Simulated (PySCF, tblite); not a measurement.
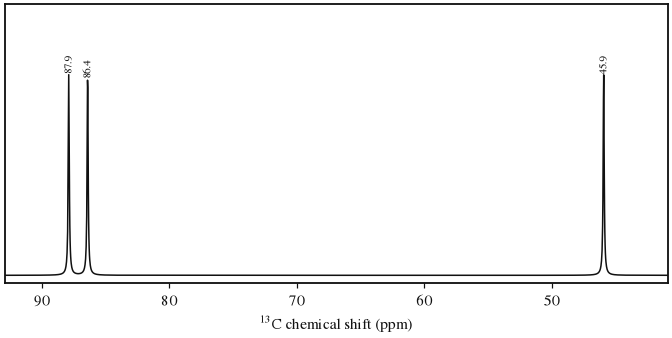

GIAO shifts, PBE0/pcSseg-1 in PySCF, at a GFN2-xTB geometry (a minimum by its frequencies), against TMS for ¹³C computed at the same level. Gas phase, fully decoupled, line heights follow the number of nuclei, widths are arbitrary (no quadrupolar broadening); values of one conformer, averaged over methyl-type rotors and exact or near symmetry; other conformers aren't averaged in.

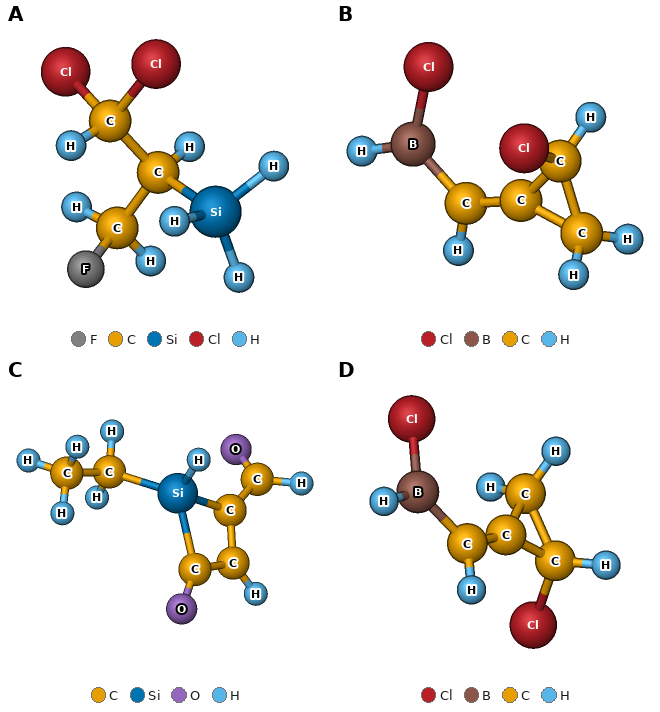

**Which structure fits the spectrum? Choose among the lettered structures.**

Structure A, C₃H₇Cl₂FSi, SMILES FC[C@H]([SiH3])C(Cl)Cl. Its ¹³C signals: 87.9 (1 C), 86.4 (1 C), 45.9 (1 C) ppm.

Caveats: the tight-binding geometry is rougher than a DFT one and adds to the error.
